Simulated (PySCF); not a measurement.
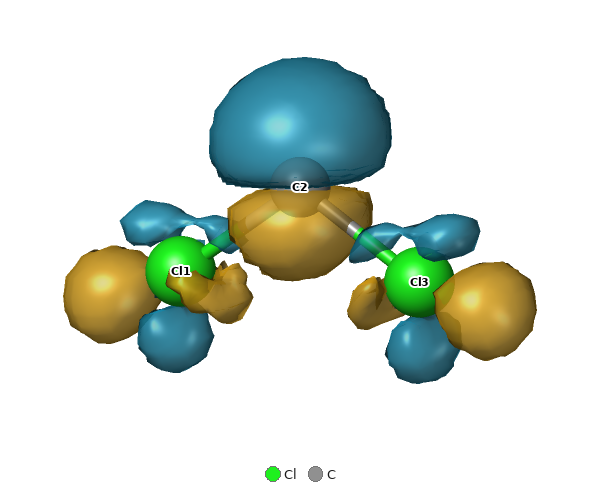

CCl$_{2}$, SMILES `Cl[C]Cl`. Unrelaxed difference density of S₃ less the ground state (TDA singlet states), ±0.04 e/Å³; yellow: gain, teal: loss.

Method: ωB97X/def2-SVPD; geometry: GFN2-xTB; program: PySCF. No frequency check shows the geometry to be a minimum. GFN2-xTB bond lengths at metals and heavier atoms can be off by up to 0.1 Å and shapes distorted, which carries into these values.

Input script:

```python
import numpy as np
from pyscf import gto, scf, dft, tdscf
from pyscf.scf import atom_ks, atom_hf
from scipy.linalg import block_diag

def solve(mol, dm0=None, hcore=None):
    mf = (dft.UKS if mol.spin else dft.RKS)(mol, xc='wb97x')
    mf.grids.level = 3
    mf = mf.density_fit(auxbasis='def2-universal-jkfit')
    mf.conv_tol, mf.max_cycle = 1e-8, 80
    if hcore is not None:
        mf.get_hcore = lambda *args: hcore
    mf.kernel(dm0)
    if not mf.converged:
        mf = mf.newton().run(mf.mo_coeff, mf.mo_occ, max_cycle=30)
    assert mf.converged, 'SCF not converged'
    return mf

mol = gto.M(atom='''
Cl     1.39378     0.13861     0.00000
C     -0.00010    -0.78551     0.00000
Cl    -1.39375     0.13863     0.00000
''', basis='def2-svpd', charge=0, spin=0, verbose=4)
mf = solve(mol)
td = mf.TDA()
td.nstates, td.singlet, td.conv_tol = 5, True, 1e-5
td.kernel()
td.analyze()
x, y = np.array([p[0] for p in td.xy]), np.array([p[1] + 0 * p[0] for p in td.xy])
f, mu = td.oscillator_strength(), td.transition_dipole()
nto = [td.get_nto(state=i + 1, verbose=4) for i in range(len(td.e))]
# spherically averaged free atoms, for the promolecule
atm = atom_ks.get_atm_nrks(mol, xc='wb97x')
pro = block_diag(*[(atm[a[0]][2] * atm[a[0]][3]) @ atm[a[0]][2].T for a in mol._atom])
np.savez('result.npz', e=td.e, f=f, ok=td.converged, w=[n[0] for n in nto], nto=[n[1] for n in nto], x=x, y=y, c=mf.mo_coeff, occ=mf.mo_occ, eps=mf.mo_energy, pro=pro, mu=mu)
```

Launched as:

```sh
OMP_NUM_THREADS=1 python input.py
```

The run took 48 s on 1 thread of Intel(R) Xeon(R) Platinum 8488C (Sapphire Rapids) (shared host), peak memory 0.36 GiB.

How does the charge move on excitation?

0.66 e is displaced in all, of which about 0.3 e passes between atoms: C2 (0.26 e) loses electrons and Cl1 and Cl3 (0.13 e each) gain them. The state: 5.98 eV (207 nm), f = 0.013, partly diffuse acceptor orbital; the leading pair carries 96 %; hole on C2 (58 %) and Cl1 and Cl3 (21 % each), electron on Cl1 and Cl3 (34 % each) and C2 (32 %) (atom shares of so diffuse an orbital are rough); their centroids lie 0.6 Å apart.
